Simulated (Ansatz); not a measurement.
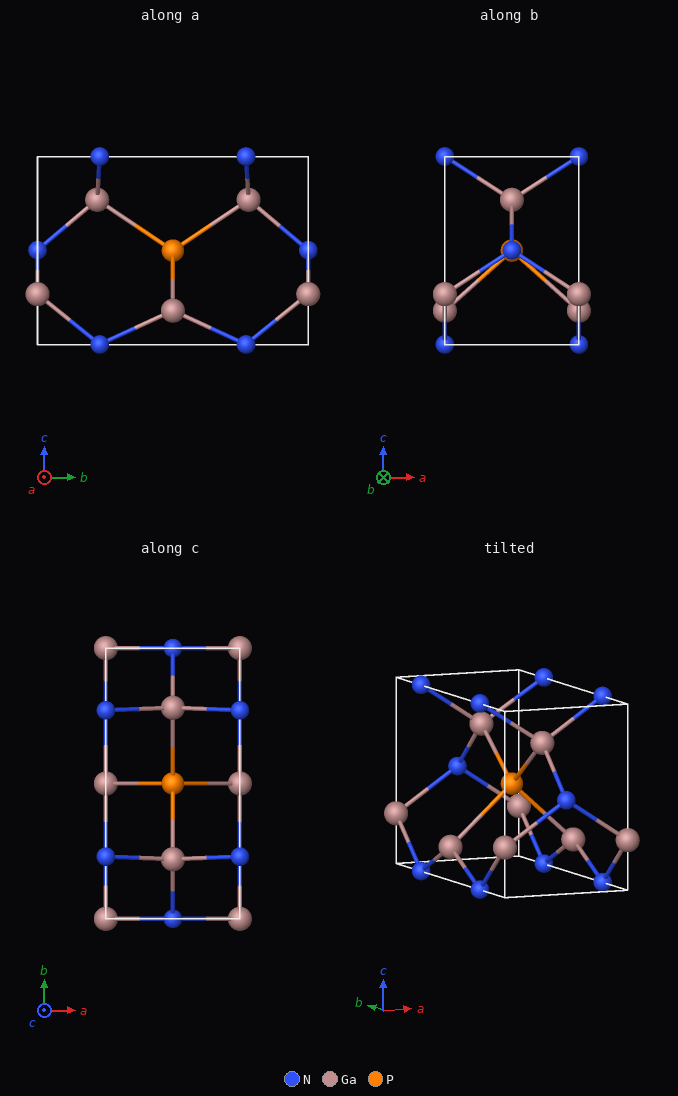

The figure gives a ball-and-stick picture of the atoms, viewed along the a axis, along the b axis, along the c axis and slightly off an axis. The lines enclose the conventional unit cell; boundary atoms appear with their images.

Lattice parameters: a = 3.3459 Å, b = 6.7564 Å, c = 4.6910 Å, α = 90.000°, β = 90.000°, γ = 90.000°.

**Write down what is shown as a CIF with its space group and independent sites, with free fractional coordinates to two decimals.**

```cif
data_structure
_symmetry_space_group_name_H-M 'P m m 2'
_symmetry_Int_Tables_number 25
_cell_length_a 3.3459
_cell_length_b 6.7564
_cell_length_c 4.6910
_cell_angle_alpha 90.000
_cell_angle_beta 90.000
_cell_angle_gamma 90.000
_cell_volume 106.04
loop_
_atom_site_label
_atom_site_type_symbol
_atom_site_symmetry_multiplicity
_atom_site_Wyckoff_symbol
_atom_site_fract_x
_atom_site_fract_y
_atom_site_fract_z
_atom_site_occupancy
N1 N 2 g 0.00 0.23 0.00 1
Ga1 Ga 2 h 0.50 0.22 0.77 1
N2 N 1 c 0.50 0.00 0.50 1
Ga2 Ga 1 a 0.00 0.00 0.27 1
P1 P 1 d 0.50 0.50 0.50 1
Ga3 Ga 1 b 0.00 0.50 0.18 1
```

The starting point was a structure type filled with these elements by a generator (whether the compound takes this form wasn't checked). Earlier steps of the study may have refined or changed the cell and positions. It was the input of a calculation with Ansatz.

At this level of theory the cell isn't at rest (compressed, at 5 GPa), so its distances can differ from those at equilibrium, the more so the softer the solid.
